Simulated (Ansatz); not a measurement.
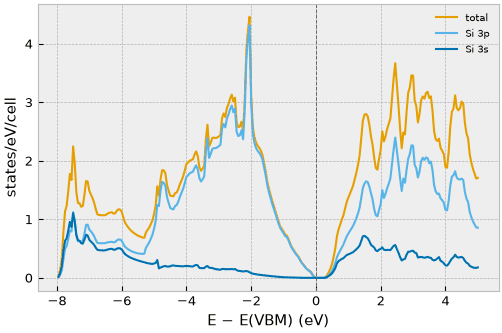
Fig. 1. Total and projected density of states of Si in space group P6_3/mmc (No. 194; Si on 4f), LDA (plane waves, PAW; program Ansatz)

Question: Which orbitals carry the states next to the gap?

Answer: Top 1 eV of the valence band: Si 3p 97 %. Bottom 1 eV of the conduction band: Si 3p 54 %, Si 3s 30 %, outside the projected shells 16 %. Projections are on Löwdin-orthogonalised atomic valence shells; empty p or d shells of many metals are not among them.

Question: Where is the tallest occupied peak in this window, and what makes it?

Answer: Near -2.0 eV, about 4.5 states/eV per cell; the largest projected share is Si 3p.

The first step of the workflow began from a Materials Project structure, measured or hypothetical; the Crystallography Open Database copy checked does not list it. It is not the phase usual at ambient conditions (space group No. 227). Symmetry was held in the LDA relaxation; its stability against distortions is not shown here.

Potentials: the earlier of the program's two PAW sets. The files were generated under PBE; for other functionals the program regenerates the frozen cores, and for LDA and PBEsol the local potential too.
